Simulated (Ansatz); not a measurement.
# Molecular dynamics, with input and output: C₂H₄FGa

C₂H₄FGa, SMILES C=[C](F)[GaH2], computed with RKS PBE/6-31G* (Ansatz 0.2.0).

The geometry comes from this level: PBE0-D4/def2-TZVP. Figures and captions count atoms from 1; the log counts them from 0 in places.

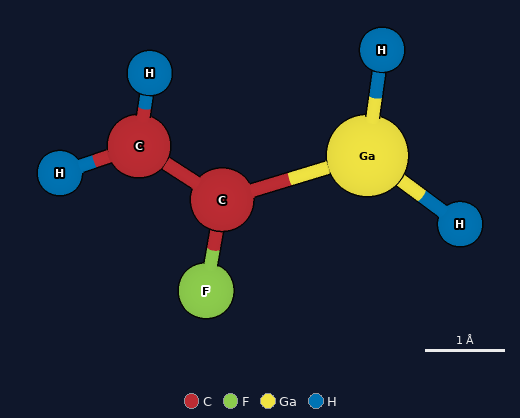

**Figure 1.** The input geometry (ball-and-stick view, seen at a tilt). Sticks mark near contacts.

Input file
```yaml
crystal:
  periodic: [false, false, false]
  atoms:
    - {symbol: C, position_ang: [1.044554, 0.794106, 0.556938]}
    - {symbol: C, position_ang: [0.050901, 0.547174, -0.289316]}
    - {symbol: F, position_ang: [-0.263374, 1.501134, -1.198255]}
    - {symbol: Ga, position_ang: [-0.997812, -1.115878, -0.309752]}
    - {symbol: H, position_ang: [1.314311, 0.047488, 1.292515]}
    - {symbol: H, position_ang: [1.600311, 1.726637, 0.536167]}
    - {symbol: H, position_ang: [-2.149426, -1.311885, -1.347030]}
    - {symbol: H, position_ang: [-0.599465, -2.188785, 0.758744]}
basis:
  gaussian: {orbitals: "6-31G*"}
hamiltonian: {xc: {name: PBE}}
md: {timestep: 0.5 fs, n_steps: 30, ensemble: nvt_nose_hoover, temperature: 700, initial_velocities: maxwell_boltzmann, seed: 287}
```

Run as:
```bash
ansatz run in.yaml --threads 2 --pin off --events-out ev --progress --plain --max-ram 4352MiB
```

Log
```
Functional definition: PBE
  name "PBE"
  cite "Perdew, Burke & Ernzerhof, Phys. Rev. Lett. 77, 3865 (1996) doi:10.1103/PhysRevLett.77.3865"
  parent pbe
  parameter kappa = 0.804
  parameter beta = 0.06672455060314922
  exchange = pbe_x(kappa = kappa, mu = beta*pi^2/3)
  correlation = pbe_c(beta = beta)
1026 factors; their error is unknown
mean field evaluation 1: about -57205.6929 eV, gradient 5.3e1 eV
mean field evaluation 2: about -57178.5364 eV, gradient 1.0e2 eV
mean field evaluation 4: about -57211.4954 eV, gradient 7.6e0 eV
mean field evaluation 8: about -57211.6148 eV, gradient 7.9e-2 eV
mean field evaluation 16: about -57211.5653 eV, gradient 7.4e-5 eV
mean field -57211.56527753 eV, -2102.4862445573 hartree, gradient 7.4e-5 eV, S^2 0.000000; 0 other end points of the search recorded, 0 dependent functions left out
the calculation of the forces begins
reference -57211.56532449 eV, -2102.4862462830 hartree; 28, 28 occupied and 60, 60 virtual orbitals, 1026 factors
md step     0: t =     0.00 fs  T =   700.0 K  F+E_penalty+E_count = -57211.56527753 eV  E_kin = 0.542892 eV  conserved = -57211.02238553 eV  (27 SCF iters)
these checks for a lower state are left out or cut short: starts, cluster_reference, orbital_swaps, neighbouring_geometries, increment
1026 factors; their error is unknown
mean field -57211.55302407 eV, -2102.4857942510 hartree, gradient 7.3e-6 eV, S^2 0.000000; 0 other end points of the search recorded, 0 dependent functions left out
the calculation of the forces begins
reference -57211.55307108 eV, -2102.4857959788 hartree; 28, 28 occupied and 60, 60 virtual orbitals, 1026 factors
md step     1: t =     0.50 fs  T =   684.5 K  F+E_penalty+E_count = -57211.55302407 eV  E_kin = 0.530843 eV  conserved = -57211.02218078 eV  (32 SCF iters)
[... from here on the SCF iterations and repeated set-up lines of each step are left out, up to the last step ...]
md step     2: t =     1.00 fs  T =   638.0 K  F+E_penalty+E_count = -57211.51631849 eV  E_kin = 0.494818 eV  conserved = -57211.02150097 eV  (32 SCF iters)
md step     3: t =     1.50 fs  T =   574.1 K  F+E_penalty+E_count = -57211.46588931 eV  E_kin = 0.445282 eV  conserved = -57211.02061070 eV  (32 SCF iters)
md step     4: t =     2.00 fs  T =   510.0 K  F+E_penalty+E_count = -57211.41548070 eV  E_kin = 0.395569 eV  conserved = -57211.01992119 eV  (33 SCF iters)
md step     5: t =     2.50 fs  T =   459.0 K  F+E_penalty+E_count = -57211.37571470 eV  E_kin = 0.356013 eV  conserved = -57211.01972189 eV  (33 SCF iters)
md step     6: t =     3.00 fs  T =   425.3 K  F+E_penalty+E_count = -57211.34978598 eV  E_kin = 0.329840 eV  conserved = -57211.01998206 eV  (33 SCF iters)
md step     7: t =     3.50 fs  T =   404.2 K  F+E_penalty+E_count = -57211.33382353 eV  E_kin = 0.313461 eV  conserved = -57211.02041920 eV  (33 SCF iters)
md step     8: t =     4.00 fs  T =   387.2 K  F+E_penalty+E_count = -57211.32099285 eV  E_kin = 0.300331 eV  conserved = -57211.02074535 eV  (32 SCF iters)
md step     9: t =     4.50 fs  T =   367.7 K  F+E_penalty+E_count = -57211.30586514 eV  E_kin = 0.285145 eV  conserved = -57211.02083574 eV  (33 SCF iters)
md step    10: t =     5.00 fs  T =   342.9 K  F+E_penalty+E_count = -57211.28651414 eV  E_kin = 0.265944 eV  conserved = -57211.02072165 eV  (33 SCF iters)
md step    11: t =     5.50 fs  T =   314.6 K  F+E_penalty+E_count = -57211.26426166 eV  E_kin = 0.243956 eV  conserved = -57211.02049757 eV  (32 SCF iters)
md step    12: t =     6.00 fs  T =   286.7 K  F+E_penalty+E_count = -57211.24235829 eV  E_kin = 0.222351 eV  conserved = -57211.02024284 eV  (32 SCF iters)
md step    13: t =     6.50 fs  T =   264.4 K  F+E_penalty+E_count = -57211.22474406 eV  E_kin = 0.205023 eV  conserved = -57211.02000252 eV  (32 SCF iters)
md step    14: t =     7.00 fs  T =   252.4 K  F+E_penalty+E_count = -57211.21525228 eV  E_kin = 0.195778 eV  conserved = -57211.01980506 eV  (32 SCF iters)
md step    15: t =     7.50 fs  T =   255.0 K  F+E_penalty+E_count = -57211.21703963 eV  E_kin = 0.197734 eV  conserved = -57211.01969110 eV  (32 SCF iters)
md step    16: t =     8.00 fs  T =   274.1 K  F+E_penalty+E_count = -57211.23186795 eV  E_kin = 0.212593 eV  conserved = -57211.01972323 eV  (30 SCF iters)
md step    17: t =     8.50 fs  T =   309.1 K  F+E_penalty+E_count = -57211.25912435 eV  E_kin = 0.239687 eV  conserved = -57211.01996291 eV  (32 SCF iters)
md step    18: t =     9.00 fs  T =   354.8 K  F+E_penalty+E_count = -57211.29493862 eV  E_kin = 0.275138 eV  conserved = -57211.02042168 eV  (32 SCF iters)
md step    19: t =     9.50 fs  T =   402.1 K  F+E_penalty+E_count = -57211.33211629 eV  E_kin = 0.311835 eV  conserved = -57211.02101705 eV  (32 SCF iters)
md step    20: t =    10.00 fs  T =   439.4 K  F+E_penalty+E_count = -57211.36151607 eV  E_kin = 0.340819 eV  conserved = -57211.02156845 eV  (32 SCF iters)
md step    21: t =    10.50 fs  T =   456.5 K  F+E_penalty+E_count = -57211.37488315 eV  E_kin = 0.354057 eV  conserved = -57211.02184835 eV  (32 SCF iters)
md step    22: t =    11.00 fs  T =   448.4 K  F+E_penalty+E_count = -57211.36827319 eV  E_kin = 0.347759 eV  conserved = -57211.02169499 eV  (32 SCF iters)
md step    23: t =    11.50 fs  T =   418.5 K  F+E_penalty+E_count = -57211.34439157 eV  E_kin = 0.324597 eV  conserved = -57211.02113314 eV  (33 SCF iters)
md step    24: t =    12.00 fs  T =   378.0 K  F+E_penalty+E_count = -57211.31205950 eV  E_kin = 0.293125 eV  conserved = -57211.02042427 eV  (32 SCF iters)
md step    25: t =    12.50 fs  T =   340.3 K  F+E_penalty+E_count = -57211.28220906 eV  E_kin = 0.263901 eV  conserved = -57211.01994140 eV  (32 SCF iters)
md step    26: t =    13.00 fs  T =   314.9 K  F+E_penalty+E_count = -57211.26233232 eV  E_kin = 0.244190 eV  conserved = -57211.01991199 eV  (33 SCF iters)
md step    27: t =    13.50 fs  T =   302.7 K  F+E_penalty+E_count = -57211.25310875 eV  E_kin = 0.234764 eV  conserved = -57211.02025068 eV  (32 SCF iters)
md step    28: t =    14.00 fs  T =   297.8 K  F+E_penalty+E_count = -57211.24956413 eV  E_kin = 0.230948 eV  conserved = -57211.02066053 eV  (32 SCF iters)
md step    29: t =    14.50 fs  T =   292.3 K  F+E_penalty+E_count = -57211.24537934 eV  E_kin = 0.226685 eV  conserved = -57211.02088171 eV  (32 SCF iters)
these checks for a lower state are left out or cut short: starts, cluster_reference, orbital_swaps, neighbouring_geometries, increment
1026 factors; their error is unknown
mean field -57211.23683367 eV, -2102.4741744682 hartree, gradient 2.7e-5 eV, S^2 0.000000; 0 other end points of the search recorded, 0 dependent functions left out
the calculation of the forces begins
reference -57211.23688089 eV, -2102.4741762036 hartree; 28, 28 occupied and 60, 60 virtual orbitals, 1026 factors
1026 factors; their error is unknown
mean field evaluation 256: about -57211.2392 eV, gradient 5.0e0 eV
mean field -57211.23683367 eV, -2102.4741744682 hartree, gradient 2.9e-5 eV, S^2 0.000000; 1 other end points of the search recorded, 0 dependent functions left out
the calculation of the forces begins
reference -57211.23688089 eV, -2102.4741762036 hartree; 28, 28 occupied and 60, 60 virtual orbitals, 1026 factors
md step    30: t =    15.00 fs  T =   281.5 K  F+E_penalty+E_count = -57211.23683367 eV  E_kin = 0.218327 eV  conserved = -57211.02083958 eV  (29 SCF iters)
```

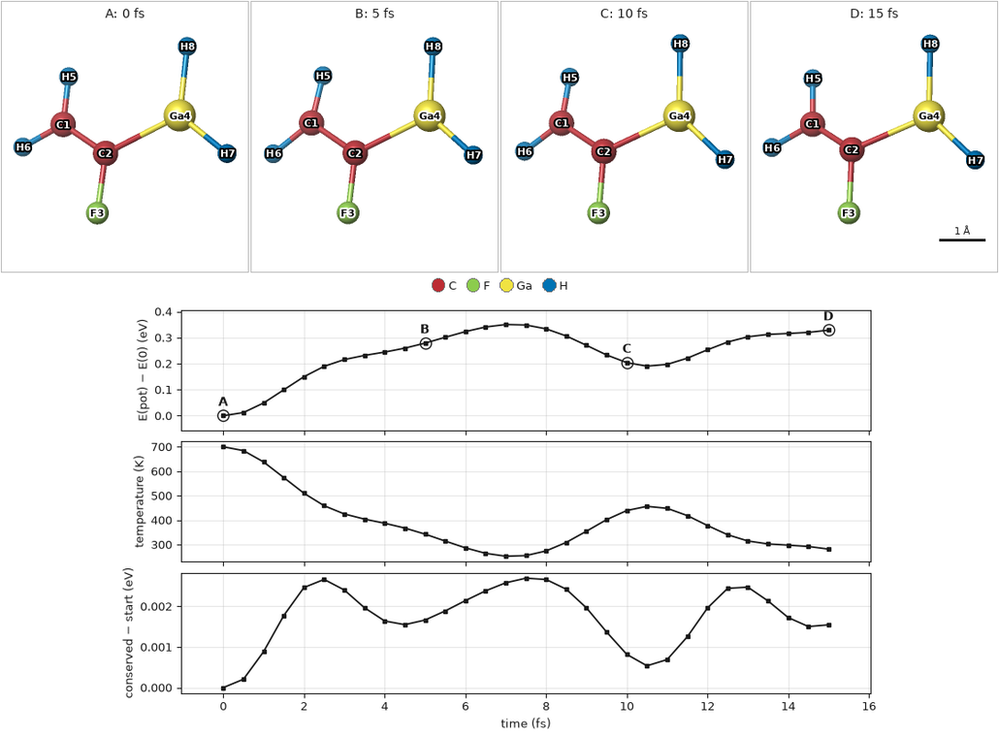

**Figure 2.** Frames of the molecular dynamics (ball-and-stick, seen at a tilt) above the curves, on which the letters mark them. The trajectory kept here has 31 frames over 15 fs. The temperature starts at 700 K, ranges from 252 to 700 K and averages 348 K over the second half. The potential energy ends 0.328 eV above its first value. The conserved quantity stays within 0.0027 eV. After an unweighted best fit of the last frame on the first, the root-mean-square displacement is 0.13 Å, and H5 has moved furthest (0.23 Å).

```
Total energy: -57211.23688089 eV, -2102.4741762036 hartree
Atom 0 at     1.066509     0.782041     0.550955 Å, force     3.654184     1.785435     1.710488 eV/Å
Atom 1 at     0.007952     0.563053    -0.170848 Å, force    -1.758891    -0.230313    -2.814340 eV/Å
Atom 2 at    -0.283734     1.458559    -1.222538 Å, force     0.073992    -0.238917     1.052284 eV/Å
Atom 3 at    -0.992198    -1.108750    -0.322366 Å, force    -0.719025    -0.073970     0.394436 eV/Å
Atom 4 at     1.571527     0.115507     1.255520 Å, force    -0.817973    -0.526249     0.172674 eV/Å
Atom 5 at     1.714152     1.709480     0.495383 Å, force    -0.876202    -0.510982    -0.437526 eV/Å
Atom 6 at    -2.148936    -1.211214    -1.449124 Å, force     0.487627    -0.134168     0.311236 eV/Å
Atom 7 at    -0.725443    -2.076338     0.928452 Å, force    -0.043712    -0.070836    -0.389252 eV/Å
Dipole moment:     0.198112    -0.142303     0.154722 e Å
```

Trajectory as extended XYZ (Å, eV, eV/Å), 12 of the 31 frames kept, from step=0 to step=30
```
8
Properties=species:S:1:pos:R:3:forces:R:3 step=0 time_fs=0.0 energy=-57211.56528 temperature=700.0
C     1.0446    0.7941    0.5569    0.5513   0.0337   0.5328
C     0.0509    0.5472   -0.2893   -0.6688  -0.3889  -0.4287
F    -0.2634    1.5011   -1.1983   -0.1803   0.3798  -0.4186
Ga   -0.9978   -1.1159   -0.3098    0.0575   0.0526   0.0240
H     1.3143    0.0475    1.2925    0.1369  -0.2275   0.2791
H     1.6003    1.7266    0.5362    0.2029   0.3101   0.0116
H    -2.1494   -1.3119   -1.3470   -0.1418  -0.0203  -0.1297
H    -0.5995   -2.1888    0.7587    0.0423  -0.1396   0.1295
8
Properties=species:S:1:pos:R:3:forces:R:3 step=3 time_fs=1.5 energy=-57211.46589 temperature=574.1
C     1.0597    0.7903    0.5714   -0.9237   1.9533  -2.0616
C     0.0331    0.5499   -0.2846    0.6291  -0.3023   0.5465
F    -0.2642    1.4943   -1.2002   -0.2377   0.5367  -0.4173
Ga   -0.9971   -1.1153   -0.3115    0.2314   0.2505   0.2233
H     1.3219    0.0385    1.2385    0.7403  -1.2841   1.5689
H     1.5840    1.7734    0.4883   -0.0652  -0.7114   0.3294
H    -2.1256   -1.2846   -1.3299   -0.4902  -0.1177  -0.4639
H    -0.6182   -2.1536    0.7722    0.1162  -0.3251   0.2747
8
Properties=species:S:1:pos:R:3:forces:R:3 step=5 time_fs=2.5 energy=-57211.37572 temperature=459.0
C     1.0691    0.7894    0.5793   -1.5999   2.3502  -2.8836
C     0.0217    0.5514   -0.2811    1.3369  -0.2641   1.0441
F    -0.2649    1.4901   -1.2017   -0.2712   0.6215  -0.4095
Ga   -0.9966   -1.1148   -0.3126    0.3006   0.3149   0.3437
H     1.3349    0.0189    1.2193    0.8532  -1.2850   1.6770
H     1.5728    1.7976    0.4599   -0.1097  -1.1712   0.5301
H    -2.1150   -1.2676   -1.3236   -0.6537  -0.1672  -0.6252
H    -0.6293   -2.1338    0.7843    0.1438  -0.3990   0.3233
8
Properties=species:S:1:pos:R:3:forces:R:3 step=8 time_fs=4.0 energy=-57211.32099 temperature=387.2
C     1.0807    0.7914    0.5868   -2.0076   1.1209  -2.6081
C     0.0068    0.5533   -0.2741    2.0867  -0.2256   1.5005
F    -0.2662    1.4844   -1.2045   -0.3024   0.6939  -0.3636
Ga   -0.9957   -1.1141   -0.3142    0.2543   0.2890   0.4500
H     1.3689   -0.0307    1.2182    0.4648   0.0461   0.6985
H     1.5543    1.8125    0.4271    0.0563  -1.3014   0.7147
H    -2.1111   -1.2453   -1.3254   -0.6940  -0.2094  -0.6811
H    -0.6435   -2.1112    0.8082    0.1420  -0.4135   0.2892
8
Properties=species:S:1:pos:R:3:forces:R:3 step=11 time_fs=5.5 energy=-57211.26426 temperature=314.6
C     1.0887    0.7954    0.5897   -2.1557  -0.7995  -1.8185
C    -0.0045    0.5548   -0.2644    2.4806  -0.1750   1.6183
F    -0.2679    1.4794   -1.2076   -0.3007   0.6772  -0.2472
Ga   -0.9948   -1.1133   -0.3157    0.0136   0.1444   0.4466
H     1.4126   -0.0792    1.2323   -0.0950   1.4669  -0.3427
H     1.5373    1.8005    0.4095    0.4351  -0.7684   0.7082
H    -2.1216   -1.2274   -1.3415   -0.4734  -0.2182  -0.4974
H    -0.6547   -2.0974    0.8381    0.0954  -0.3274   0.1327
8
Properties=species:S:1:pos:R:3:forces:R:3 step=14 time_fs=7.0 energy=-57211.21525 temperature=252.4
C     1.0928    0.7980    0.5893   -2.2985  -2.2499  -1.2274
C    -0.0113    0.5560   -0.2519    2.5537  -0.0831   1.4221
F    -0.2699    1.4752   -1.2110   -0.2666   0.5667  -0.0477
Ga   -0.9938   -1.1124   -0.3170   -0.3263  -0.0459   0.3793
H     1.4546   -0.0976    1.2400   -0.4693   2.0399  -0.7925
H     1.5299    1.7726    0.4068    0.8853   0.1725   0.5324
H    -2.1421   -1.2142   -1.3681   -0.1066  -0.2087  -0.1761
H    -0.6639   -2.0905    0.8707    0.0284  -0.1915  -0.0900
8
Properties=species:S:1:pos:R:3:forces:R:3 step=16 time_fs=8.0 energy=-57211.23187 temperature=274.1
C     1.0932    0.7976    0.5877   -2.2804  -2.5970  -1.0129
C    -0.0132    0.5567   -0.2420    2.4306  -0.0032   1.1301
F    -0.2714    1.4728   -1.2133   -0.2292   0.4514   0.1247
Ga   -0.9933   -1.1118   -0.3178   -0.5440  -0.1610   0.3316
H     1.4775   -0.0862    1.2362   -0.5764   1.9253  -0.7653
H     1.5349    1.7547    0.4116    1.0714   0.6841   0.3860
H    -2.1576   -1.2079   -1.3884    0.1430  -0.1985   0.0453
H    -0.6696   -2.0884    0.8917   -0.0149  -0.1011  -0.2396
8
Properties=species:S:1:pos:R:3:forces:R:3 step=19 time_fs=9.5 energy=-57211.33212 temperature=402.1
C     1.0905    0.7933    0.5838   -1.8602  -1.6089  -1.0846
C    -0.0126    0.5577   -0.2257    1.9824   0.1069   0.4794
F    -0.2738    1.4696   -1.2166   -0.1573   0.2458   0.4162
Ga   -0.9925   -1.1110   -0.3189   -0.7938  -0.2801   0.2833
H     1.5018   -0.0363    1.2179   -0.4553   1.0097  -0.2194
H     1.5613    1.7402    0.4255    0.9013   0.7038   0.2317
H    -2.1776   -1.2020   -1.4175    0.4480  -0.1819   0.3171
H    -0.6785   -2.0869    0.9185   -0.0650   0.0047  -0.4238
8
Properties=species:S:1:pos:R:3:forces:R:3 step=22 time_fs=11.0 energy=-57211.36827 temperature=448.4
C     1.0845    0.7863    0.5779   -1.0463   0.8533  -1.5414
C    -0.0084    0.5590   -0.2086    1.2134   0.1474  -0.3750
F    -0.2765    1.4666   -1.2195   -0.0761   0.0418   0.7013
Ga   -0.9921   -1.1103   -0.3200   -0.9252  -0.3183   0.2697
H     1.5169    0.0341    1.1958    0.0580  -0.6135   0.8824
H     1.6063    1.7397    0.4445    0.2355  -0.0033   0.1151
H    -2.1882   -1.2000   -1.4400    0.6319  -0.1655   0.4797
H    -0.6888   -2.0854    0.9364   -0.0912   0.0580  -0.5317
8
Properties=species:S:1:pos:R:3:forces:R:3 step=25 time_fs=12.5 energy=-57211.28221 temperature=340.3
C     1.0766    0.7808    0.5692    0.2392   2.7646  -1.4237
C    -0.0021    0.5605   -0.1921    0.1490   0.0756  -1.3556
F    -0.2792    1.4637   -1.2215   -0.0017  -0.1191   0.9211
Ga   -0.9919   -1.1096   -0.3210   -0.9382  -0.2771   0.2880
H     1.5331    0.0921    1.1923    0.4263  -1.7350   1.6703
H     1.6563    1.7392    0.4658   -0.4681  -0.6119  -0.0707
H    -2.1853   -1.2015   -1.4523    0.6859  -0.1505   0.5214
H    -0.7010   -2.0827    0.9429   -0.0923   0.0536  -0.5509
8
Properties=species:S:1:pos:R:3:forces:R:3 step=27 time_fs=13.5 energy=-57211.25311 temperature=302.7
C     1.0715    0.7797    0.5620    1.5892   2.8487  -0.4429
C     0.0024    0.5615   -0.1823   -0.6627  -0.0327  -2.0153
F    -0.2810    1.4617   -1.2223    0.0363  -0.1898   1.0095
Ga   -0.9919   -1.1093   -0.3216   -0.8851  -0.2120   0.3180
H     1.5484    0.1116    1.2087    0.1252  -1.5511   1.3894
H     1.6851    1.7325    0.4794   -0.7727  -0.7409  -0.2248
H    -2.1753   -1.2044   -1.4543    0.6497  -0.1421   0.4800
H    -0.7102   -2.0802    0.9407   -0.0800   0.0198  -0.5140
8
Properties=species:S:1:pos:R:3:forces:R:3 step=30 time_fs=15.0 energy=-57211.23683 temperature=281.5
C     1.0665    0.7820    0.5510    3.6542   1.7854   1.7105
C     0.0080    0.5631   -0.1708   -1.7589  -0.2303  -2.8143
F    -0.2837    1.4586   -1.2225    0.0740  -0.2389   1.0523
Ga   -0.9922   -1.1087   -0.3224   -0.7190  -0.0740   0.3944
H     1.5715    0.1155    1.2555   -0.8180  -0.5262   0.1727
H     1.7142    1.7095    0.4954   -0.8762  -0.5110  -0.4375
H    -2.1489   -1.2112   -1.4491    0.4876  -0.1342   0.3112
H    -0.7254   -2.0763    0.9285   -0.0437  -0.0708  -0.3893
```

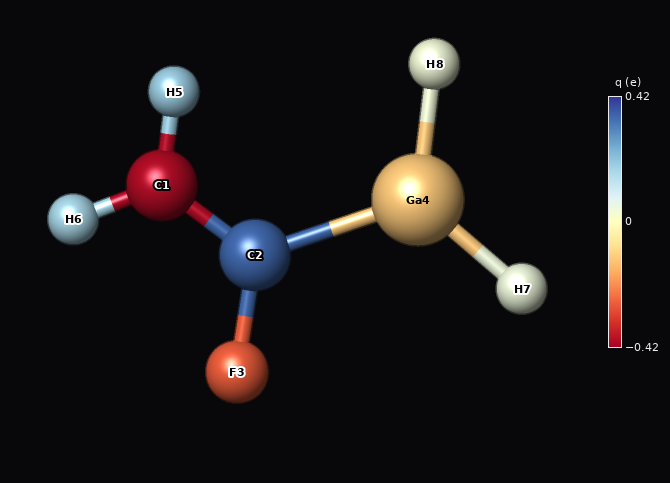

**Figure 3.** Mulliken charges, as the colour of each atom (ball-and-stick view, seen on its broad side; atoms are numbered from 1 in the order of the input). By element: C −0.40 to +0.35, F −0.27, Ga −0.12 and H +0.04 to +0.19 e.

Summary

```csv
quantity,value
outcome,finished
mean temperature over the second half,348 K
trajectory,"30 steps, 15 fs"
ensemble,nvt_nose_hoover
temperature in the input,700 K
time step,0.5 fs
potential energy (last step),−57211.2369 eV
SCF solution under orbital rotations (last step),stable
largest force (length of the vector) (last step),4.412 eV/Å
dipole moment (last step),1.39 D
hardware,"2 threads of Arm Neoverse V2, 23 GiB of memory available, shared host"
wall time,38 s (CPU time 73 s)
peak memory,0.39 GiB
```

Remarks

So short a trajectory is not equilibrated. The temperature stays far from the 700 K of the thermostat over the second half: the run isn't equilibrated.
